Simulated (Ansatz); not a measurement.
**Tl2PtC2 (built on the sites of a database entry of Na2PdC2): phonons and vibrational spectra**

Aim: the phonons of Tl2PtC2 (built on the sites of a database entry of Na2PdC2) at a cell relaxed beforehand at this level. After the zone centre comes a 2×2×2 q mesh on a 10×10×6 k mesh.

Calculated with Ansatz 0.2.0; DFT PBEsol, scalar-relativistic, plane waves, PAW.

The structure was built from a prototype and need not be the compound's stable phase.

### Step 1. The structure

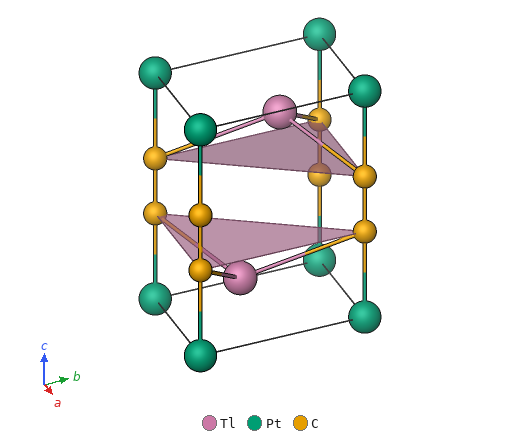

Start, viewed slightly off an axis; thallium pink, platinum teal, carbon orange. Some periodic images of atoms are drawn too.

Structure file:

```cif
data_structure
_symmetry_space_group_name_H-M 'P-3m1'
_symmetry_Int_Tables_number 164
_cell_length_a 4.9068
_cell_length_b 4.9068
_cell_length_c 5.2095
_cell_angle_alpha 90.000
_cell_angle_beta 90.000
_cell_angle_gamma 120.000
_cell_volume 108.63
loop_
_atom_site_label
_atom_site_type_symbol
_atom_site_symmetry_multiplicity
_atom_site_Wyckoff_symbol
_atom_site_fract_x
_atom_site_fract_y
_atom_site_fract_z
_atom_site_occupancy
Tl1 Tl 2 d 0.33333 0.66667 0.79661 1
Pt1 Pt 1 a 0.00000 0.00000 0.00000 1
C1 C 2 c 0.00000 0.00000 0.62184 1
```

### Step 2. Linear response at the zone centre

The cell comes from relaxations at this level that are not shown. The zone centre comes first: it holds the modes that light can see, as far as symmetry allows. No field response is asked, since the mesh shows no gap.

Input file input.yaml:

```yaml
crystal:
  lattice:
    - [4.9068469888, -3.3938e-06, 0.0]
    - [-2.4534205553, 4.2494558416, 0.0]
    - [0.0, 0.0, 5.2095241648]
  atoms:
    - { symbol: Tl, position: [0.3333333333, 0.6666666667, 0.7966088505] }
    - { symbol: Tl, position: [0.6666666667, 0.3333333333, 0.2033911495] }
    - { symbol: Pt, position: [0.0, 0.0, 0.0] }
    - { symbol: C, position: [0.0, 0.0, 0.6218403294] }
    - { symbol: C, position: [0.0, 0.0, 0.3781596706] }
kpoints:
  mp_grid: { grid: [10, 10, 6] }
hamiltonian:
  xc: pbesol
scf:
  occupations: { method: methfessel_paxton, width: 0.15 }
output:
  eigenvalues: true
phonons:
  method: dfpt
```

Command:

```
ansatz run input.yaml --threads 8 --pin off --max-ram 14336MiB --backend cpu --events-out ev --progress --plain --runs-dir out
```

Numbers of over 12 decimals in the logs are rounded to 6 here.

The program printed:

```text
Engine: ansatz 0.2.0, aarch64-unknown-linux-gnu
Pseudopotentials: kind: paw
Pseudopotential: Tl, paw, valence charge 13, recommended cutoff 420 eV (normal), Tl.paw.azcp
Pseudopotential: Pt, paw, valence charge 18, recommended cutoff 420 eV (normal), Pt.paw.azcp
Pseudopotential: C, paw, valence charge 4, recommended cutoff 420 eV (normal), C.paw.azcp
Functional definition: PBEsol
  exchange = pbesol_x
  correlation = pbesol_c
Crystal: 5 atoms, lattice volume = 108.626 Å³
Basis set: ecut = 420 eV, 2123 PW (Γ), exchange–correlation on 72×72×72 points (8 copies of the dense FFT grid, shifted against one another)
Bands: 32, of which v1, the nominal top of the filled ones, is band 26 counted from 1 (25 counted from 0)
Symmetry: 12 space group operations
k-points: 172 of 600 (irreducible under 2 space group operations, time reversal used)
Non-local potential: Tl, projectors of the file, l = 0: 2, l = 1: 2, l = 2: 2, l = 3: 1
Non-local potential: Pt, projectors of the file, l = 0: 3, l = 1: 2, l = 2: 2, l = 3: 1
Non-local potential: C, projectors of the file, l = 0: 2, l = 1: 2, l = 2: 1
PAW form: soft (Blöchl's): semilocal exchange-correlation on the pseudo side does not see the compensation charge
PAW frozen core: Tl, regenerated for the run's functional, and the local potential with it (the file was generated under x = pbe(κ = 0.804, μ = 0.219515), c = pbe(β = 0.066725))
PAW frozen core: Pt, regenerated for the run's functional, and the local potential with it (the file was generated under x = pbe(κ = 0.804, μ = 0.219515), c = pbe(β = 0.066725))
PAW frozen core: C, regenerated for the run's functional, and the local potential with it (the file was generated under x = pbe(κ = 0.804, μ = 0.219515), c = pbe(β = 0.066725))
PAW one-centre angular grid: Tl, 590 points (default); XC on 64 Gauss nodes
PAW one-centre angular grid: Pt, 590 points (default); XC on 64 Gauss nodes
PAW one-centre angular grid: C, 110 points (default); XC on 64 Gauss nodes
Initial density: superposition of atomic densities (neutral atoms: chi_scale 0, normalization atom), corrected by the library's trained network
Initial wavefunctions: pseudopotential atomic-orbital guess
Functional: x = pbesol(κ = 0.804, μ = 0.123457), c = pbesol(β = 0.046)
SCF iter   1: F=—  HF=-35466.010154 eV  |F-HF|=—  |Δ(HF+E_count)|=         —  Δρ=4.18e-3  dr2=1.72e-2  ethr=1.77e-3  ⟨swp⟩=5.7  Hψ=21721  notcnv=0
preconditioner: auto → Resta (q_TF=auto, 2.413 Å⁻¹)  ε∞=5.6  [insulator: Δε(μ)=0.154 eV  Ē_g=11.014 eV  σ=0.150 eV  W_gap=0.57  n_scr=22 (ndim 8)  ℏωp=23.6 eV  f_vac=0.065  D(μ)=0.20/eV (n_scr^D=0)  ε∞_Penn≈5.6]
SCF iter   2: F=—  HF=-35466.008955 eV  |F-HF|=—  |Δ(HF+E_count)|=   1.20e-3  S|Δr|=    0.00e0  Δρ=1.89e-3  dr2=2.92e-3  ethr=3.31e-5  ⟨swp⟩=2.1  Hψ=9822  notcnv=0
SCF iter   3: F=—  HF=-35466.009281 eV  |F-HF|=—  |Δ(HF+E_count)|=   3.26e-4  S|Δr|=    0.00e0  Δρ=6.70e-4  dr2=9.44e-4  ethr=5.62e-6  ⟨swp⟩=3.0  Hψ=9865  notcnv=0
SCF iter   4: F=—  HF=-35466.009410 eV  |F-HF|=—  |Δ(HF+E_count)|=   1.29e-4  S|Δr|=    0.00e0  Δρ=3.49e-4  dr2=2.00e-4  ethr=1.82e-6  ⟨swp⟩=2.0  Hψ=7189  notcnv=0
SCF iter   5: F=—  HF=-35466.009504 eV  |F-HF|=—  |Δ(HF+E_count)|=   9.33e-5  S|Δr|=    0.00e0  Δρ=1.03e-4  dr2=2.04e-5  ethr=3.86e-7  ⟨swp⟩=2.0  Hψ=7131  notcnv=0
SCF iter   6: F=—  HF=-35466.009533 eV  |F-HF|=—  |Δ(HF+E_count)|=   2.96e-5  S|Δr|=    0.00e0  Δρ=2.85e-5  dr2=1.48e-6  ethr=3.92e-8  ⟨swp⟩=2.0  Hψ=7612  notcnv=0
SCF iter   7: F=—  HF=-35466.009535 eV  |F-HF|=—  |Δ(HF+E_count)|=   2.39e-6  S|Δr|=    0.00e0  Δρ=9.23e-6  dr2=9.54e-8  ethr=2.84e-9  ⟨swp⟩=2.0  Hψ=8935  notcnv=0
SCF iter   8: F=—  HF=-35466.009536 eV  |F-HF|=—  |Δ(HF+E_count)|=   1.05e-7  S|Δr|=    0.00e0  Δρ=1.81e-6  dr2=3.86e-9  ethr=1.84e-10  ⟨swp⟩=2.0  Hψ=8941  notcnv=0
SCF iter   9: F=—  HF=-35466.009536 eV  |F-HF|=—  |Δ(HF+E_count)|=   6.24e-9  S|Δr|=    0.00e0  Δρ=4.31e-7  dr2=2.06e-10  ethr=7.42e-12  ⟨swp⟩=2.0  Hψ=8902  notcnv=0
SCF iter  10: F=-35466.009536 eV  HF=-35466.009536 eV  |F-HF|=7.28e-12  |Δ(HF+E_count)|=  3.35e-10  S|Δr|=    0.00e0  Δρ=7.25e-8  dr2=6.49e-12  ethr=1.00e-12  ⟨swp⟩=8.6  Hψ=31929  notcnv=0
SCF 1 converged in 10 iterations: F = -35466.009536 eV  dr2 = 6.49e-12
  greatest PAW one-centre occupation: 1.000 electrons in one spin orbital (limit 2), on the Pt atom at site 2 (counted from 0), in its partial waves of l = 0
DFPT response loops at Γ: preconditioner auto → Kerker (q_TF=auto, 2.413 Å⁻¹) (partly filled bands, converged f_vac=0.071); β = 1.00, the filter's whole step (`scf.mixing.beta` (0.50) is not read by the response loops under this deck's `scf.mixing.preconditioner`; to damp them name `kerker` or `kerker_dos`, under which they read `scf.mixing.beta`, and type it under 1.00, their step now; both keys bind the ground state too); Broyden in place of MSR1
SCF converged after 10 iterations
Stability not checked: this state was not tested for a lower state beside it, because cold or Methfessel-Paxton smearing, or corrected tetrahedra, fill the levels in a way that the test cannot read (fill_not_monotonic; see scf.lower_state_search)
Free energy (F): -35466.009536 eV
Harris-Foulkes:  -35466.009536 eV  (|F-HF|=7.28e-12)
Internal energy: -35466.010437 eV  (E = F + TS)
E sigma→0 (E₀):  -35466.009761 eV
Entropy (-TS):   0.000902 eV (0.180 meV/atom)
Fermi energy:    8.917419 eV
Step filling:    the computed levels leave a gap of 0.0027 eV = 0.0 smearing widths at the electron count; against every level under it full and every level over it empty, smearing changes F+E_penalty+E_count by -0.341 meV and its σ→0 estimate by -0.566 meV
--- Per-component energies (eV) ---
  E_band       = -390.579752
  E_kinetic    = 1478.142750
  E_local      = -5161.838534  (includes V_loc(G=0)·N_el)
  E_nonlocal   = 897.287707
  E_hartree    = 1974.071799
  E_xc         = -811.167953
  E_vxc        = -702.199009  (∫ρ·V_xc dr)
  E_paw        = -29540.480550  (= ΣΔE_a)
  E_vpaw       = -850.116580  (= ΣTr[D̂ρ^β])
  E_aug_tail   = 0.000282  (compensation charges beyond the density's cutoff)
  E_ewald      = -4302.431651
  E_core_change = 0.405712  (= ΣΔE_core)
  E_smearing   = 0.000902  (= −TS)
  E_closure    = 0.000000  (closes the sum)
  Σ components = -35466.009536   (vs F -35466.009536, Δ=0.00e0)
--- Band table (eV; the first three rows and the last of 172) ---
  k-point 0: bands = [... 22 lower, 5.9323, 5.9323, 6.2152, 8.2675, 11.5861, 12.0655, 12.0655, 13.0281, ... 2 higher]
  k-point 1: bands = [... 22 lower, 6.1671, 6.4737, 6.4737, 8.5947, 11.3908, 11.7896, 11.7896, 12.8310, ... 2 higher]
  k-point 2: bands = [... 22 lower, 6.4734, 7.5097, 7.5097, 9.1803, 10.8630, 10.8630, 11.1155, 12.8118, ... 2 higher]
  k-point 171: bands = [... 22 lower, 6.2828, 6.3515, 7.2973, 7.7195, 9.9958, 10.3576, 13.0430, 13.1212, ... 2 higher]
--- Phonons (Γ-DFPT): 6 representative perturbations + reference, on 172 of 600 k-points (Σ response iterations 20) ---
  k mesh reduced under 2 symmetry operations, with k and −k counted as one. Each operation leaves every solved perturbation unchanged. A smaller set is not used because it would not reduce the number of displacements times k-points to solve
  ASR residual: 4.704e-5 → 0.000e0 eV/Å²; symmetrization residual: 2.528e-4 eV/Å²
  ASR residual per site (eV/Å²): 3.42e-5 3.42e-5 4.70e-5 1.75e-5 1.75e-5
  Γ frequencies (cm⁻¹): 0.00 0.00 0.00 11.46 46.14 66.34 66.34 86.45 86.45 244.01 244.01 385.94 385.94 575.39 1816.54
  non-analytic LO–TO correction: not included (Born effective charges unavailable; polar crystals: no LO–TO splitting at Γ)
```

It took 50 s on 8 threads of Arm Neoverse V2, shared host; peak memory 2.1 GiB.

Numbers from this step:

```yaml
volume_per_atom: 21.73 Å³
gap_on_the_k_mesh: 0 eV
sum_rule_residual_before_enforcement: 4.70e-5 eV/Å²
point_group: -3m
highest_optical_mode_at_the_zone_centre_no_lo_to_term: 1817 cm⁻¹
lowest_optical_zone_centre_mode: 11.46 cm⁻¹
```

Patterns of degenerate modes are one choice out of their space. The modes at Γ (shares of kinetic energy by element, %):

| mode | frequency (cm⁻¹) | symmetry | Tl % | Pt % | C % |
| --- | --- | --- | --- | --- | --- |
| 1 | 0.0 | acoustic | 65 | 31 | 4 |
| 2 | 0.0 | acoustic | 65 | 31 | 4 |
| 3 | 0.0 | acoustic | 65 | 31 | 4 |
| 4 | 11.5 | A2u | 35 | 58 | 7 |
| 5 | 46.1 | A1g | 100 | 0 | 0 |
| 6 | 66.3 | Eg | 100 | 0 | 0 |
| 7 | 66.3 | Eg | 100 | 0 | 0 |
| 8 | 86.5 | Eu | 35 | 62 | 3 |
| 9 | 86.5 | Eu | 35 | 62 | 3 |
| 10 | 244.0 | Eu | 0 | 7 | 93 |
| 11 | 244.0 | Eu | 0 | 7 | 93 |
| 12 | 385.9 | Eg | 0 | 0 | 100 |
| 13 | 385.9 | Eg | 0 | 0 | 100 |
| 14 | 575.4 | A2u | 0 | 11 | 89 |
| 15 | 1816.5 | A1g | 0 | 0 | 100 |

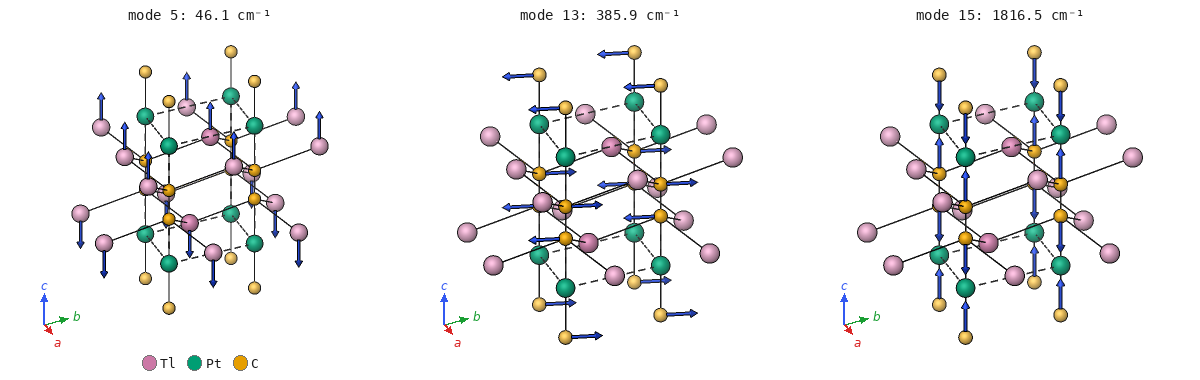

Displacement patterns of modes 5, 13 and 15 at Γ; arrows are exaggerated. Some periodic images of atoms are drawn too.

Before it was imposed, the acoustic sum rule was missed by 4.7e-5 eV/Å². Small misses are needed for a sound result but don't prove that mesh and cutoff are converged. The lowest optical mode is real, 11.5 cm⁻¹.

(Part 1 of 2 ends here.)

[Logs are printed without paths, hosts, clocks, repeated set-up lines and the standing remarks that a program may print on its own settings, such as how far it seeks lower states.]

[Hosts, paths, dates, database ids (printed as entryN), source tags and the programs' standing remarks are cut or masked in the printed files.]
